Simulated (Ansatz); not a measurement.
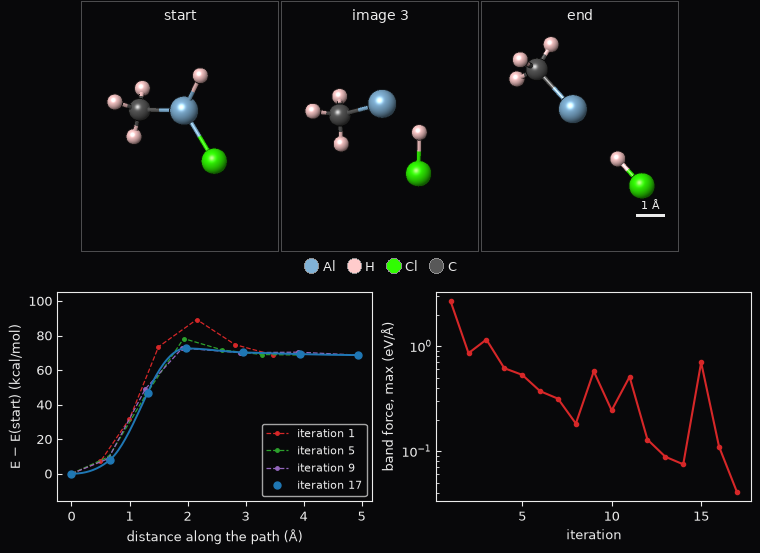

A search for the minimum-energy path of CH4AlCl by the nudged elastic band. Images are numbered from 0 (start) to 6 (end). The plot follows the band through its iterations. A ball-and-stick model, seen at a tilt.

Method: Ansatz, RKS r2SCAN/6-31G*.

Input file:
```yaml
crystal:
  periodic: [false, false, false]
  atoms:
    - { symbol: Al, position_ang: [0.125072, 0.000312, 0.285199] }
    - { symbol: H, position_ang: [0.079917, -0.005427, 1.870539] }
    - { symbol: Cl, position_ang: [2.060897, 0.004131, -0.572404] }
    - { symbol: C, position_ang: [-1.437157, 0.001437, -0.875081] }
    - { symbol: H, position_ang: [-2.043132, -0.901164, -0.711862] }
    - { symbol: H, position_ang: [-2.091256, 0.854993, -0.647627] }
    - { symbol: H, position_ang: [-1.183041, 0.045719, -1.940264] }
basis:
  gaussian: { orbitals: "6-31G*" }
hamiltonian:
  xc: r2scan
neb:
  order_check: false
  images: 5
  f_tol: 0.05
  max_iterations: 60
  final_atoms:
    - { symbol: Al, position_ang: [-0.27752536, -0.00052395, -0.17652876] }
    - { symbol: H, position_ang: [1.92303923, 0.00010218, 0.95603798] }
    - { symbol: Cl, position_ang: [3.10712226, 0.00110154, 1.56250851] }
    - { symbol: C, position_ang: [-2.03521523, -0.00021006, -1.09017528] }
    - { symbol: H, position_ang: [-2.61934202, -0.906142, -0.86380274] }
    - { symbol: H, position_ang: [-2.65553821, 0.86031393, -0.79377271] }
    - { symbol: H, position_ang: [-1.93124068, 0.04535936, -2.18576699] }
  initial_path:
    images:
      - { positions_ang: [[0.125072, 0.000312, 0.285199], [0.079917, -0.005427, 1.870539], [2.060897, 0.004131, -0.572404], [-1.437157, 0.001437, -0.875081], [-2.043132, -0.901164, -0.711862], [-2.091256, 0.854993, -0.647627], [-1.183041, 0.045719, -1.940264]] }
      - { positions_ang: [[0.08302486, 0.00022416, 0.19074805], [0.35140081, -0.00342438, 1.75270349], [2.17259541, 0.00267562, -0.24815104], [-1.52617937, 0.00093128, -0.91274249], [-2.11717619, -0.91089727, -0.72792332], [-2.16388039, 0.86328873, -0.66002425], [-1.28848514, 0.04720286, -1.98611045]] }
      - { positions_ang: [[0.04097773, 0.00013633, 0.09629711], [0.62288462, -0.00142176, 1.63486799], [2.28429382, 0.00122024, 0.07610192], [-1.61520174, 0.00042556, -0.95040398], [-2.19122038, -0.92063053, -0.74398463], [-2.23650477, 0.87158445, -0.6724215], [-1.39392927, 0.04868673, -2.03195691]] }
      - { positions_ang: [[-0.00106941, 4.849e-05, 0.00184616], [0.89436843, 0.00058085, 1.51703248], [2.39599223, -0.00023515, 0.40035488], [-1.70422412, -8.017e-05, -0.98806547], [-2.26526457, -0.9303638, -0.76004595], [-2.30912916, 0.87988018, -0.68481875], [-1.49937341, 0.05017059, -2.07780336]] }
      - { positions_ang: [[-0.09322139, -0.00014232, -0.05761215], [1.2372587, 0.0004213, 1.33003431], [2.63303557, 0.00021042, 0.78773943], [-1.81455449, -0.00012346, -1.02210207], [-2.38329039, -0.92228987, -0.79463155], [-2.42459884, 0.8733581, -0.72113673], [-1.64332916, 0.04856685, -2.11379124]] }
      - { positions_ang: [[-0.18537337, -0.00033314, -0.11707045], [1.58014897, 0.00026174, 1.14303614], [2.87007892, 0.00065598, 1.17512397], [-1.92488486, -0.00016676, -1.05613868], [-2.5013162, -0.91421593, -0.82921714], [-2.54006853, 0.86683601, -0.75745472], [-1.78728492, 0.0469631, -2.14977911]] }
      - { positions_ang: [[-0.27752536, -0.00052395, -0.17652876], [1.92303923, 0.00010218, 0.95603798], [3.10712226, 0.00110154, 1.56250851], [-2.03521523, -0.00021006, -1.09017528], [-2.61934202, -0.906142, -0.86380274], [-2.65553821, 0.86031393, -0.79377271], [-1.93124068, 0.04535936, -2.18576699]] }
```

Run as
```bash
ansatz run input.yaml --threads 1 --pin off --max-ram 2048MiB --backend cpu --events-out ev --progress --plain --runs-dir out
```

Did the band converge, and can the barrier be trusted?

The run is converged, with reservations. The band converged in 17 iterations. The largest component of the band force went from 2.7 to 0.041 eV/Å. The climbing image converged on the top of the path. Its vibrational analysis gives 2 imaginary modes over 30i cm⁻¹, so it isn't confirmed as a transition state. The first iteration put the highest image at 89.3 kcal/mol. The highest point, image 3, lies 72.6 kcal/mol above the start and 3.8 kcal/mol above the end; the end is at +68.7 kcal/mol relative to the start.

The run took 3.9 min on 1 thread of Intel(R) Xeon(R) Platinum 8259CL CPU @ 2.50GHz (Skylake/Cascade Lake) (shared host), peak memory 0.15 GiB.
